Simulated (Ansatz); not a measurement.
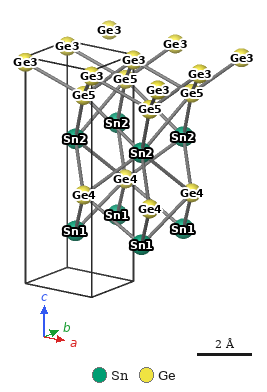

This is the input geometry for a relaxation of a crystal of Sn₂Ge₃ (a generated structure, set up in P3m1). The picture is a ball-and-stick view of the cell of the calculation, repeated 2 × 2 × 1 with one cell outlined, seen slightly off an axis.

The calculation used Ansatz 0.2.0, DFT PBE, scalar-relativistic, plane waves, PAW.

Input file:
```yaml
crystal:
  lattice:
    - [4.0482953513, 0.0, 0.0]
    - [-2.0241476756, 3.5059266162, 0.0]
    - [0.0, 0.0, 8.5308270172]
  atoms:
    - { symbol: Sn, position: [0.3333333333, 0.6666666667, 0.2050535214] }
    - { symbol: Sn, position: [0.3333333333, 0.6666666667, 0.6113312963] }
    - { symbol: Ge, position: [0.0, 0.0, 0.9764388607] }
    - { symbol: Ge, position: [0.6666666667, 0.3333333333, 0.4074092264] }
    - { symbol: Ge, position: [0.6666666667, 0.3333333333, 0.8469965152] }
basis:
  ecutwfc: 420
kpoints:
  mp_grid: { grid: [12, 12, 6] }
hamiltonian:
  xc: pbe
scf:
  occupations: { method: gaussian, width: 0.1 }
output:
  forces: true
  stress: true
  eigenvalues: true
relax:
  adjacent_minimum: "off"
  f_tol: 0.01
  max_steps: 80
  cell: { stress_tol: 0.05 }
```

Command:
```bash
ansatz run input.yaml --threads 1 --pin off --max-ram 2560MiB --backend cpu --events-out ev --progress --plain --runs-dir out
```

> Where does the relaxation end?

The largest move relative to the cell is that of Sn2, 0.051 Å along −c. Largest moves by element: Sn 0.051 Å, Ge 0.024 Å. The drawn cell changes as follows: a = b 4.048 → 4.030 Å (−0.5 %), c 8.531 → 8.600 Å (+0.8 %); the volume changes by −0.1 %. Some distances before and after: Sn2–Ge4 2.914 → 2.869 Å, Sn2–Ge5 3.083 → 3.112 Å, Sn1–Ge3 3.044 → 3.053 Å, Ge3–Ge5 2.585 → 2.590 Å. The space group stays P3m1 (No. 156). The energy falls by 11.6 meV per cell of the calculation in 3 accepted moves (4 points after the start). The largest force component goes from 0.24 to 0.0086 eV/Å. The pressure goes from −0.10 to 0.04 GPa. At 1 point the geometry stayed and the basis and grid were re-selected for the new cell (energy shift of less than 0.05 meV per cell of the calculation at most each time). The run took 4.8 min on 1 thread of Arm Neoverse V1, on a shared host, peak memory 0.62 GiB.

Step by step:

```csv
step,"E − E(0), meV/atom","largest force component, eV/Å","pressure, GPa","volume, Å³/atom",note
0,0.00,0.2375,-0.10,24.216,
1,-1.06,0.1973,0.16,24.162,
2,-2.23,0.0346,-0.04,24.205,
3,-2.32,0.0087,0.04,24.188,
4,-2.32,0.0086,0.04,24.188,"same geometry, new basis"
```

Final geometry:

```
Sn Ge
1.0
     4.02963    0.00000    0.00000
    -2.01482    3.48976    0.00000
     0.00000    0.00000    8.60008
Sn Ge
2 3
Direct
  0.33333 0.66667 0.20789
  0.33333 0.66667 0.60539
  0.00000 0.00000 0.97804
  0.66667 0.33333 0.41021
  0.66667 0.33333 0.84570
```

The end point in the same view:

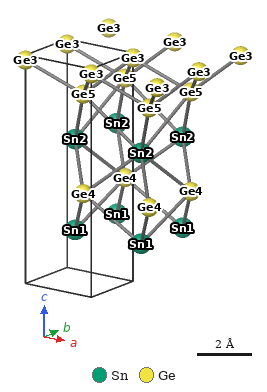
